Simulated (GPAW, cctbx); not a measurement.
## Bonding in YB3Te as X-rays see it

Aim: compute the bonding part of the density of YB3Te, find which reflections carry it, and see how it biases an ordinary refinement.

The start was made by putting kin elements into a known structure type; the compound need not exist, or be stable, in this form. All numbers below are calculated.

## Step 1: Find the equilibrium geometry

The density hangs on the geometry, so cell and atoms are relaxed first, with the symmetry held. The cutoff is set higher than for the density because stress converges slowly with plane waves.

Settings: GPAW 26.7.0, PBE, 670 eV, 4×4×4 k-points, Fermi–Dirac width 0.1 eV, BFGS to 0.03 eV/Å.

```text
cell
1.0
     2.784500000    1.607631825    4.467666667
    -2.784500000    1.607631825    4.467666667
     0.000000000   -3.215263649    4.467666667
Te Y B
2 2 6
Direct
0.500000000 0.500000000 0.500000000
0.000000000 0.000000000 0.000000000
0.750000000 0.750000000 0.750000000
0.250000000 0.250000000 0.250000000
0.823900002 0.250000000 0.676099998
0.750000000 0.323900002 0.176099998
0.323900002 0.176099998 0.750000000
0.176099998 0.750000000 0.323900002
0.676099998 0.823900002 0.250000000
0.250000000 0.676099998 0.823900002
```

```console
$ OMP_NUM_THREADS=1 mpirun -n 4 gpaw python run.py > gpaw.log
```

```text
BFGS:    0      -33.775695        5.328517
BFGS:    1      -34.760129        4.941342
BFGS:    2      -36.469348        4.220513
BFGS:    3      -37.898522        3.556569
...
BFGS:   28      -43.681949        0.172519
BFGS:   29      -43.694878        0.047066
BFGS:   30      -43.696271        0.008333
cell  5.6075 5.6075 5.6075  74.65 74.65 74.65
volume 160.336 A^3, largest force 0.007 eV/A, largest stress 0.06 GPa
```

The cell moved far, while the k-mesh and basis were chosen for the start, so the final shape may be somewhat biased.

After 30 steps the volume has changed by +33.6 % and the energy by -9.921 eV; the largest stress left is 0.06 GPa. It took 11 min on 4 cores of Arm Neoverse V1 (shared host), peak memory 1.7 GiB.

Relaxed structure: R-3c (no. 167), a = 6.8002 Å, b = 6.8002 Å, c = 12.0110 Å, α = 90.00°, β = 90.00°, γ = 120.00°.

| atom | mult. | x | y | z |
| --- | --- | --- | --- | --- |
| Te1 | 6 | 1/3 | 2/3 | 1/6 |
| Y1 | 6 | 1/3 | 2/3 | 0.4167 |
| B1 | 18 | 0.6148 | 0.6148 | 1/4 |

## Step 2: The all-electron density

X-rays see the whole electron density, so the PAW density is rebuilt with its core regions. Subtracting spherical free atoms from the same code cancels the cores and leaves the deformation density Δρ, the part due to bonding.

Settings: PBE, 550 eV, 5×5×5 k-points, Fermi–Dirac width 0.1 eV; primitive cell of 10 atoms.

```console
$ OMP_NUM_THREADS=1 mpirun -n 4 gpaw python run.py > gpaw.log
```

```text
|iter:   1|       0s |  -45.283647 | -0.13 |       |
|iter:   2|       2s |  -44.911411 | -1.71 | -1.01 |
|iter:   3|       3s |  -43.504379 | -0.85 | -1.05 |
...
|iter:   7|      10s |  -43.510633c| -5.33 | -3.32 |
|iter:   8|      12s |  -43.510634c| -6.31 | -3.77 |
|iter:   9|      13s |  -43.510633c| -7.40c| -4.39c|
```

```text
grid (64, 64, 64)  electrons 212.000  moved by bonding 1.667 e
deformation density beyond 0.5 A of the nuclei: max 0.089, min -0.096 e/A^3
atom        x       y       z   Voronoi charge  moment
Te1    0.5000  0.5000  0.5000      0.368       0.00
Te2    0.0000  0.0000  0.0000      0.368       0.00
Y 3    0.7500  0.7500  0.7500      0.166       0.00
Y 4    0.2500  0.2500  0.2500      0.166       0.00
B 5    0.8648  0.2500  0.6352     -0.178       0.00
B 6    0.7500  0.3648  0.1352     -0.178       0.00
B 7    0.3648  0.1352  0.7500     -0.178       0.00
B 8    0.1352  0.7500  0.3648     -0.178       0.00
B 9    0.6352  0.8648  0.2500     -0.178       0.00
B 10   0.2500  0.6352  0.8648     -0.178       0.00
mean inner potential of superposed free atoms 18.942 V
total magnetic moment 0.000 muB
```

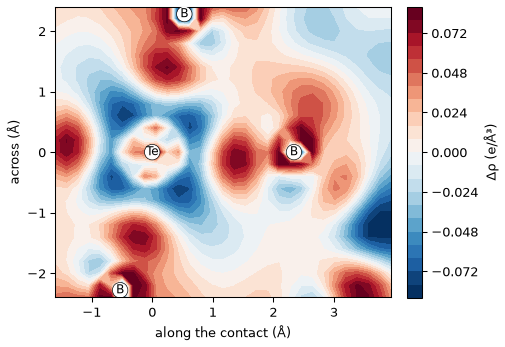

Deformation density in a plane through the shortest contact of the Te atom at the origin; red gains electrons, blue loses them.

B gains most (-0.18 e) and Te loses most (+0.37 e), which isn't the order of electronegativity: valence and coordination count too, and Voronoi cells cut space at the midplane whatever the atoms' sizes. Such charges fall far short of formal ones, since overlapping free atoms already put density on their neighbours. Along the shortest contact from the Te atom at the map's origin, Te–B at 2.34 Å, Δρ is +0.06 e/Å³ at the midpoint and highest, +0.08, 1.39 Å from Te (points within 0.5 Å of a nucleus left out): a modest build-up. At the midpoints of other shortest contacts it is +0.04 (Y–B, 2.62 Å), +0.01 (B–B, 2.91 Å) and -0.01 (Te–Y, 3.00 Å) e/Å³. Point values carry grid noise of about 0.01 e/Å³. The run needed 9 iterations, 23 s.

## Step 3: Structure factors

The Fourier components of Δρ, added to those of the free atoms, give the static X-ray structure factors; the Mott–Bethe relation turns them into the Fourier components V of the potential that fast electrons feel.

```text
static structure factors of the conventional cell: F in electrons, V (Mott-Bethe) in volts
   h  k  l      d  |F| table  |F| free   |F| DFT   change   |V| free  |V| DFT  change %
   1  0 -2  4.2048    86.630    86.455    85.509   -0.947     1.114    1.274     14.3
   1  1  0  3.4001   440.753   441.102   439.341   -1.761     7.015    7.209      2.8
   1  0  4  2.6751   433.379   433.473   432.231   -1.242     6.646    6.730      1.3
   2  0  2  2.6439    45.840    46.037    45.746   -0.291     0.383    0.363     -5.1
   1  1  3  2.5916    38.494    38.594    40.541    1.947     1.969    1.844     -6.3
   2  1  1  2.1886    16.936    16.991    17.016    0.025     0.815    0.814     -0.1
   2  0 -4  2.1024   428.185   428.262   428.290    0.028     6.547    6.546     -0.0
   2  1 -2  2.0871    62.967    63.208    63.394    0.186     0.694    0.687     -1.1
   0  0  6  2.0018    20.431    20.491    19.566   -0.925     1.241    1.205     -2.8
   3  0  0  1.9630   428.874   429.002   428.911   -0.091     6.628    6.631      0.1
   2  1  4  1.7882   385.648   385.717   385.868    0.151     4.825    4.820     -0.1
   1  1  6  1.7251    74.959    74.995    74.701   -0.295     1.254    1.262      0.7
   2  2  0  1.7000   369.997   370.063   369.802   -0.262     4.259    4.266      0.2
   2  1 -5  1.6327    13.598    13.636    13.825    0.188     0.539    0.534     -0.9
```

The largest X-ray change is +1.95 e on 113, 5.0 % of |F|. For electrons V goes as (Z − F)/g², so a change of F counts against Z − F, which is small at low angle and wherever the atoms' terms cancel: |V| of 1 0 -2 moves by +14.3 % (1.11 to 1.27 V) against -1.1 % in |F|. The tabulated Hartree–Fock atoms differ from the free DFT atoms by up to 0.35 e, so the choice of reference atom matters too.

## Step 4: Convergence

Cutoff and k-mesh: one is changed at a time, to find what the result needs.

| run | ΔF 113 (e) | ΔF 110 (e) | ΔF 104 (e) | q(B) (e) | moved (e) | time |
| --- | --- | --- | --- | --- | --- | --- |
| 550 eV 5×5×5 | +1.947 | -1.761 | -1.242 | -0.178 | 1.667 | 23 s |
| 250 eV 5×5×5 | +1.775 | -1.667 | -1.204 | -0.171 | 1.605 | 12 s |
| 350 eV 5×5×5 | +1.925 | -1.750 | -1.235 | -0.176 | 1.655 | 14 s |
| 750 eV 5×5×5 | +1.949 | -1.765 | -1.240 | -0.178 | 1.668 | 39 s |
| 550 eV 2×2×2 | +2.001 | -1.618 | -1.091 | -0.166 | 1.691 | 11 s |
| 550 eV 3×3×3 | +1.958 | -1.756 | -1.246 | -0.178 | 1.678 | 11 s |

Within 0.04 e of the base on all three: 550 eV 3×3×3, 350 eV 5×5×5 and 750 eV 5×5×5. The largest error, 0.172 e, comes with 250 eV 5×5×5. Times are from shared hosts.

## Step 5: Refining ordinary atoms against data with bonding

Routine crystallography fits spherical atoms. To see the bias, intensities are simulated from tabulated atoms plus the DFT change ΔF, so that bonding alone can misfit (9712 reflections of the full sphere, merged to the counts below, to 0.4 Å, 1.5 % proportional noise plus counting noise, assumed isotropic U as listed, Δρ smeared by the mean U) and refined with cctbx over different ranges.

```
                    range  data      R1  GooF  U Te1 (true 0.0067)  U Y1 (true 0.0074)  U B1 (true 0.0133)  largest shift (Å)  Δρ max, min (e/Å³)
                 all data   872  0.0051  1.00               0.0067              0.0074              0.0135             0.0007         0.39, -0.31
 low resolution, d > 0.84   100  0.0038  1.30               0.0066              0.0073              0.0132             0.0018         0.11, -0.09
     high order, d < 0.75   736  0.0057  0.95               0.0067              0.0074              0.0136             0.0003         0.36, -0.31
occupancies free, d > 0.7   164  0.0037  1.16               0.0066              0.0074              0.0138             0.0011         0.15, -0.12
```

With all data GooF is 1.00, diluted by the many high-angle data; the misfit shows at low resolution; the top residual peak, near noise level, lies 0.66 Å from B and 2.21 Å from Te. No U is off by more than 3 s.u. at low resolution. With Te1 held at 1 and the scale free, the other occupancies refine to Y1 1.000(0.001) and B1 1.010(0.006), within three s.u. of full.

## Step 6: Answer

Bonding moves 1.67 e in the primitive cell of YB3Te and changes the structure factors of the conventional cell in the table above by at most 1.95 e (113, 5.0 %). The shortest bond, Te–B, has Δρ = +0.06 e/Å³ at its midpoint. Within 0.04 e of the base on all three: 550 eV 3×3×3, 350 eV 5×5×5 and 750 eV 5×5×5. The largest error, 0.172 e, comes with 250 eV 5×5×5. With all data GooF is 1.00, diluted by the many high-angle data. Limits: static density, frozen cores, no spin–orbit coupling.

[Outputs are excerpts: Python notices, other lines and further rows are left out; steps that failed or that the build refused (PBEsol, TPSS) are not shown.]

[Logs are printed without paths, hosts, clocks, repeated set-up lines and the standing remarks that a program may print on its own settings, such as how far it seeks lower states.]
